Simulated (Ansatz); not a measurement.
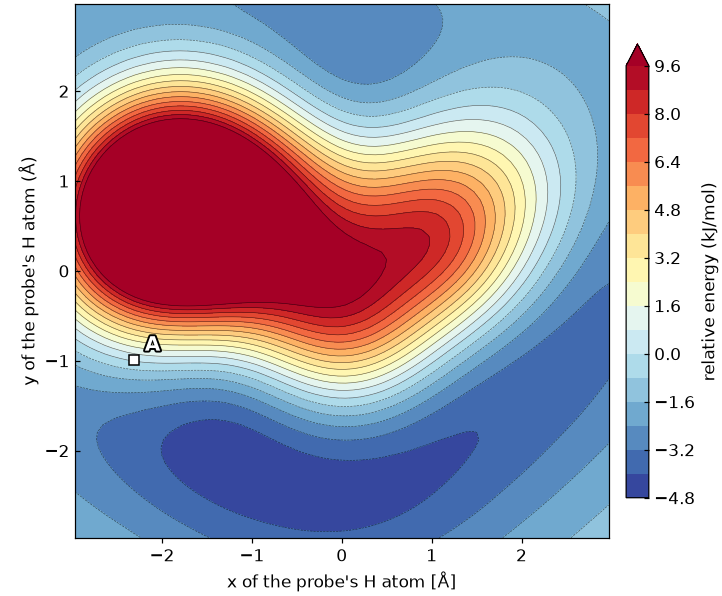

CH₂O₂Si (SMILES OC1=[SiH]O1) with the probe H2. The probe is moved over a plane parallel to the molecule's main plane, 2.11 Å above it. First axis: x of the probe's H atom. Second axis: y of the probe's H atom. Nothing is relaxed (molecule and probe rigid, the probe upright with H nearest the plane). The grid has 19 × 19 points. Points are written as (first, second). All energies are given in kJ/mol relative to molecule and probe far apart, each relaxed in its own basis (no counterpoise correction). Method: RKS PBE-D4/def2-SVPD in Ansatz 0.2.0.

In the figure: filled contours, one colour for all values above the top of the scale, the point A. Between grid points the surface is interpolated.

Question: Which way does the force act at A, and how strong is it?

Answer: A, at (−2.31 Å, −0.99 Å), is not a stationary point. The computed force is 0.097 eV/Å in the plane, pointing down in the picture (components −0.014 and −0.096 eV/Å).
